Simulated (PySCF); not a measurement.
## Electronic structure of C3H10N2Si (SMILES [SiH3][C@H]1CCNN1) in real space

```xyz
16

Si   -1.9984   -0.4914    0.2018
C    -0.3977   -0.2254   -0.8086
C     0.3137    1.1046   -0.4705
C     1.3026    0.6891    0.6310
N     0.9843   -0.7249    0.8546
N     0.5388   -1.2621   -0.3836
H    -1.7574   -0.2527    1.6205
H    -2.9830    0.4839   -0.2919
H    -2.4579   -1.8550   -0.0464
H    -0.5806   -0.3220   -1.8802
H     0.8448    1.5036   -1.3374
H    -0.3874    1.8617   -0.1249
H     2.3418    0.8454    0.3012
H     1.1499    1.2317    1.5651
H     1.7641   -1.2627    1.2187
H     1.3148   -1.3148   -1.0607
```

Geometry: GFN2-xTB.

Computed with PySCF 2.14.0, PBE0/pcSseg-1, SCF density, gas phase, non-relativistic.

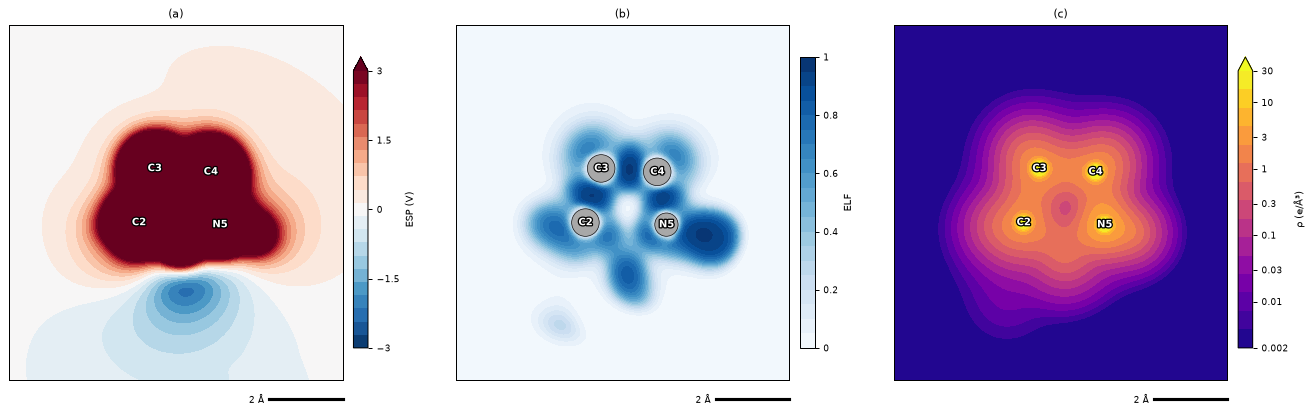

Figure 1. (a) electrostatic potential; (b) ELF; (c) total electron density on the plane of atoms C3, C4 and N5. Grey discs cover the atomic cores in the ELF map.

> Read the bonding off the picture.

Atoms in the plane: C and N.
C–N (1.47 Å): ρ is about 1.9 e/Å³ halfway; the ELF peaks at about 0.95 between the atoms: localised, covalent bonding.
C–C (1.54 Å): ρ is about 1.6 e/Å³ halfway; the ELF peaks at about 0.95 between the atoms (a shared electron pair).
The ELF also peaks beside N6, away from the bonds: lone-pair regions.
Outside the dense part of the molecule the potential is most negative (−2.2 V) near N6, which lies off the plane.

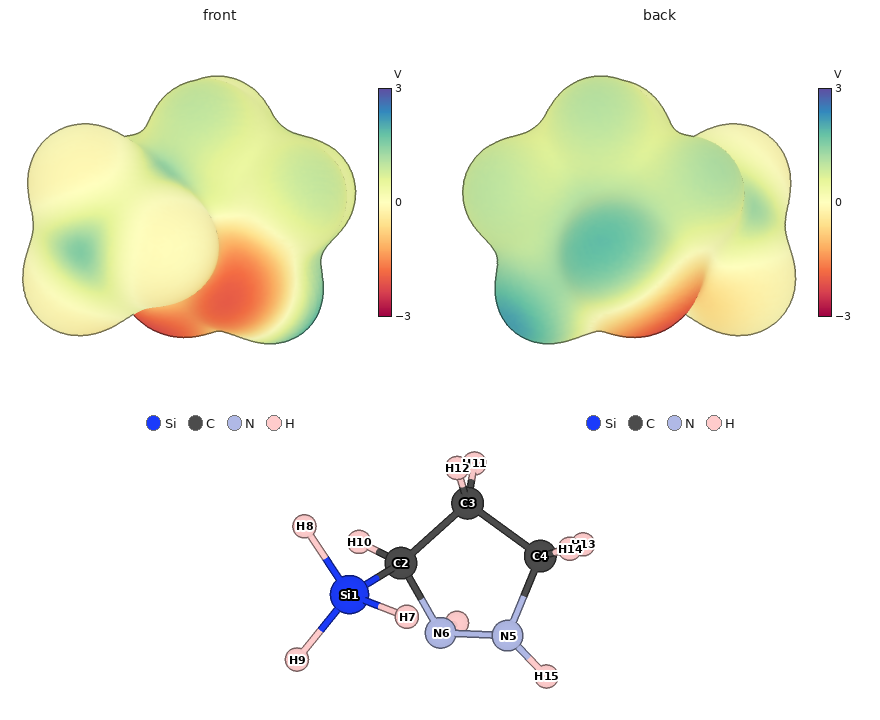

Figure 2. The molecular electrostatic potential painted on the density surface at 0.004 e/bohr³, seen from the front and from behind; red is negative and blue positive. The bare structure is drawn below in the same view.

> Where is the surface potential most negative and most positive?

The most negative region (about −2.1 V) lies over N6, the most positive (about +2.0 V) over H15. N6 is the likeliest acceptor of a hydrogen bond.
